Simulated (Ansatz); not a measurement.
# BLYP/STO-3G run of SnH2 (SMILES [H][Sn][H])

Aim: the electronic atomisation energy of SnH2 at BLYP/STO-3G, from 3 runs. 

The results are computed with Ansatz 0.2.0.

32 further runs of the same task are left out: 2 that didn't finish, 30 set aside as unsound or not needed.

## (1) The structure to begin with

SnH2: 3 atoms, total charge 0, spin state singlet. SMILES: `[H][Sn][H]`. The shape comes from GFN2-xTB, which is rough for such elements, and wasn't checked as a minimum.

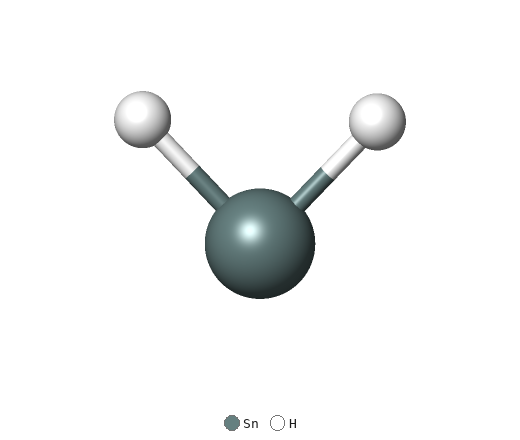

The structure, seen from a chosen angle (tin teal, hydrogen white).

## (2) The energy at BLYP/STO-3G

Input file input.yaml:

```yaml
crystal:
  periodic: [false, false, false]
  atoms:
    - {symbol: Sn, position_ang: [0.005160, -0.008860, -0.870070]}
    - {symbol: H, position_ang: [1.236480, -0.017770, 0.442810]}
    - {symbol: H, position_ang: [-1.241640, 0.026630, 0.427260]}
basis:
  gaussian:
    orbitals: STO-3G
accuracy: high
hamiltonian:
  xc: {name: BLYP}
total_charge: 0
```

Launch:

```
$ ansatz run input.yaml --threads 1 --pin off --max-ram 2610MiB --events-out events.jsonl --progress --plain --runs-dir runs
```

The log of the run:

```text
Warning: RAYON_NUM_THREADS=1 ignored (pool sized by the plan → 1); use --threads N
Functional definition: BLYP
  name "BLYP"
  parameter beta = 0.0042
  parameter a = 0.04918
  parameter b = 0.132
  parameter c = 0.2533
  parameter d = 0.349
  exchange = b88_x(beta = beta)
  correlation = lyp_c(a = a, b = b, c = c, d = d)
494 factors; integrals over basis functions are off by at most 5.0e-9 eV
mean field evaluation 1: about -162350.4020 eV, gradient 1.0e1 eV
mean field evaluation 2: about -162350.3563 eV, gradient 1.0e1 eV
mean field evaluation 4: about -162350.9460 eV, gradient 2.5e-2 eV
mean field evaluation 8: about -162350.9072 eV, gradient 7.5e-4 eV
mean field evaluation 16: about -162350.9072 eV, gradient 7.6e-9 eV
mean field -162350.90716188 eV, -5966.2857928018 hartree, gradient 7.6e-9 eV, S^2 0.000000; 0 other end points of the search recorded, 0 dependent functions left out
reference -162350.90719442 eV, -5966.2857939976 hartree; 26, 26 occupied and 3, 3 virtual orbitals, 494 factors
Total energy: -162350.90719442 eV, -5966.2857939976 hartree
```

Run time: 1.2 s. Hardware: 1 thread of Arm Neoverse V1, shared host.

## (3) The H atom, same level

Input file run.yaml:

```yaml
crystal:
  periodic: [false, false, false]
  atoms:
    - {symbol: H, position_ang: [0.000000, 0.000000, 0.000000]}
basis:
  gaussian:
    orbitals: STO-3G
magnetization:
  spin_polarized: true
  initial_magnetization: 1
hamiltonian:
  xc: {name: BLYP}
accuracy: high
```

Run the same way, it converges to -0.46274 Eh (log not shown).

## (4) The Sn atom at the same level

Input file input.yaml:

```yaml
crystal:
  periodic: [false, false, false]
  atoms:
    - symbol: Sn
      position_ang: [0.000000, 0.000000, 0.000000]
basis:
  gaussian:
    orbitals: STO-3G
magnetization:
  spin_polarized: true
  initial_magnetization: 2
hamiltonian:
  xc: {name: BLYP}
accuracy: high
```

Launch:

```
$ ansatz run input.yaml --threads 1 --pin off --max-ram 2610MiB --events-out events.jsonl --progress --plain --runs-dir runs
```

The log of the run:

```text
Warning: RAYON_NUM_THREADS=1 ignored (pool sized by the plan → 1); use --threads N
Functional definition: BLYP
  name "BLYP"
  parameter beta = 0.0042
  parameter a = 0.04918
  parameter b = 0.132
  parameter c = 0.2533
  parameter d = 0.349
  exchange = b88_x(beta = beta)
  correlation = lyp_c(a = a, b = b, c = c, d = d)
251 factors; integrals over basis functions are off by at most 4.4e-9 eV
mean field evaluation 1: about -162316.9667 eV, gradient 2.4e-1 eV
mean field evaluation 2: about -162316.9666 eV, gradient 3.1e-1 eV
mean field evaluation 4: about -162316.9667 eV, gradient 2.0e-1 eV
mean field evaluation 8: about -162316.9633 eV, gradient 6.5e-4 eV
mean field evaluation 16: about -162316.9633 eV, gradient 2.3e-9 eV
mean field -162316.96332603 eV, -5965.0383798422 hartree, gradient 8.3e-9 eV, S^2 2.000000; 1 other end points of the search recorded, 0 dependent functions left out
reference -162316.96335540 eV, -5965.0383809215 hartree; 26, 24 occupied and 1, 3 virtual orbitals, 251 factors
Total energy: -162316.96335540 eV, -5965.0383809215 hartree
```

It took 1.8 s on 1 thread of Arm Neoverse V1, shared host; peak memory 0.098 GiB.

## (5) What came out

At BLYP/STO-3G:

| quantity | value |
| --- | --- |
| molecule: total energy | -5966.28579 Eh |
| H atom: total energy | -0.46274 Eh |
| H atom: ⟨S²⟩ | 0.750 |
| Sn atom: total energy | -5965.03838 Eh |
| Sn atom: ⟨S²⟩ | 2.000 |
| electronic atomisation energy | 8.760 eV |

**Reading.** Taking the molecule apart into free atoms costs 8.76 eV (845 kJ/mol), before zero-point energy and without spin-orbit coupling. In a minimal basis such a difference can be off by several eV, whatever the method. Relativity is left out (molecule) although the molecule holds a heavy atom. Relativity is left out (Sn atom) although the molecule holds a heavy atom.
